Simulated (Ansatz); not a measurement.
Start from SnO$_{2}$ in the rutile structure (space group P4_2/mnm, No. 136; a = 4.769 Å, c = 3.212 Å). Axes: x, y, z lie along a, b, c of the conventional cell.

The change: the cell is compressed by 0.60 % along x with no lateral relaxation; the atoms relax in the strained cell.

The values are results of Ansatz (a first-principles code) PBEsol, no spin-orbit coupling, not measurements.

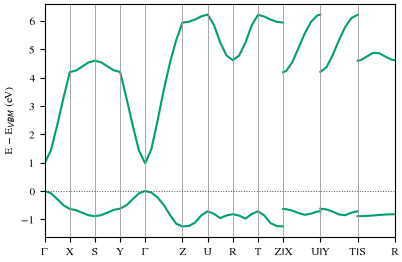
Fig. 1. Highest valence and lowest conduction band along the path of the changed cell's own zone

The gap is 0.98 eV, direct at Γ; the base has 0.92 eV.

Stability against distortions was not tested. k-point labels follow each cell's own Brillouin zone.
